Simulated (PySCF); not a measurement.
C5H13FN2Si2

```tsv
atom	x (Å)	y (Å)	z (Å)
C	-3.1108	0.7923	-0.0583
N	-1.9693	-0.0182	-0.4161
C	-1.7400	-1.2020	0.4078
C	-0.2213	-1.4452	0.3795
C	0.3201	-0.1215	-0.1053
N	1.6750	0.1929	-0.1287
Si	2.0935	1.8915	-0.0569
Si	2.8017	-1.1041	-0.4187
C	-0.7186	0.6090	-0.5101
F	-0.6864	1.8414	-1.0608
H	-3.1393	1.6644	-0.7081
H	-3.0803	1.1275	0.9886
H	-4.0160	0.2059	-0.2142
H	-2.3084	-2.0423	0.0029
H	-2.0825	-1.0181	1.4370
H	0.1750	-1.7119	1.3598
H	0.0416	-2.2436	-0.3186
H	3.4743	1.9181	0.4174
H	1.9828	2.5285	-1.3681
H	1.1941	2.4953	0.9244
H	4.1184	-0.4876	-0.4976
H	2.4547	-1.7860	-1.6700
H	2.7370	-2.0595	0.6933
```

Geometry: GFN2-xTB.

All numbers below come from PySCF, PBE0/pcSseg-1, SCF density, gas phase, non-relativistic.

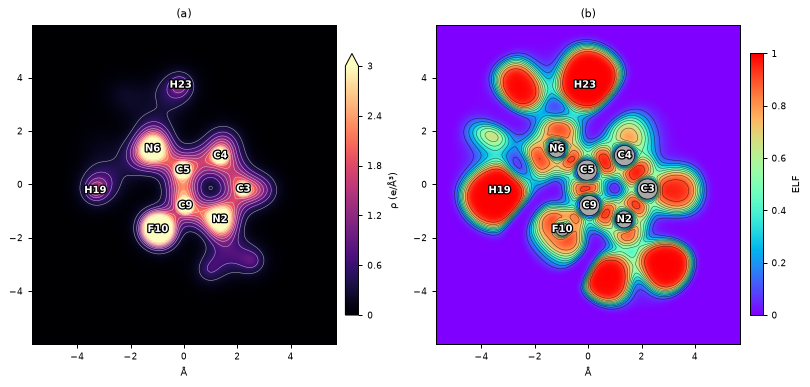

Figure 1. (a) electron density; (b) electron localisation function on the plane of atoms C5, C9 and F10. Grey discs cover the atomic cores in the ELF map.

> Interpret the plot.

- The section cuts through N, C, F and H sites.
- C–C (1.33 Å): the density is about 2.3 e/Å³ at the midpoint; the ELF peaks at about 0.90 between the atoms (a short, multiple covalent bond).
- C–F (1.35 Å): ρ at the midpoint is about 2.2 e/Å³, with its minimum of 1.7 e/Å³ about 0.5 Å from C; the ELF peaks at about 0.85 between the atoms (a shared but strongly polarised pair).
- C–N (1.39 Å): the density is about 2.1 e/Å³ at the midpoint; the ELF peaks at about 0.90 between the atoms; localised, covalent bonding.
- C–N (1.46 Å): ρ at the midpoint is about 1.9 e/Å³; the ELF peaks at about 0.95 between the atoms: a covalent bond.
- C–C (1.51 Å): ρ is about 1.7 e/Å³ halfway; the ELF peaks at about 0.95 between the atoms, as expected for a shared electron pair.
- The ELF also peaks beside F10, away from the bonds: lone-pair regions.

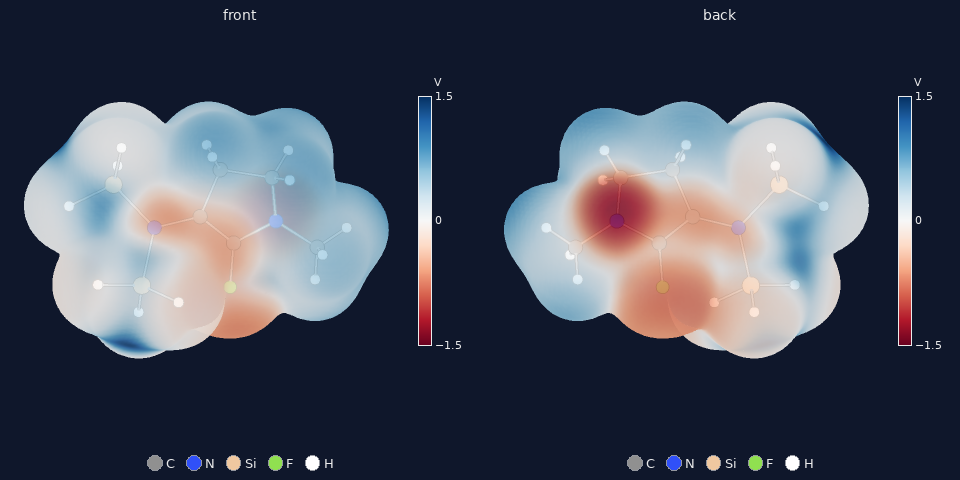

Figure 2. The molecular electrostatic potential painted on the density surface at 0.002 e/bohr³, seen from the front and from behind; red is negative and blue positive.

> Where is the surface potential most negative and most positive?

The most negative region (about −1.2 V) lies over N2, the most positive (about +1.3 V) over Si7 and Si8. N2 is the likeliest acceptor of a hydrogen bond.
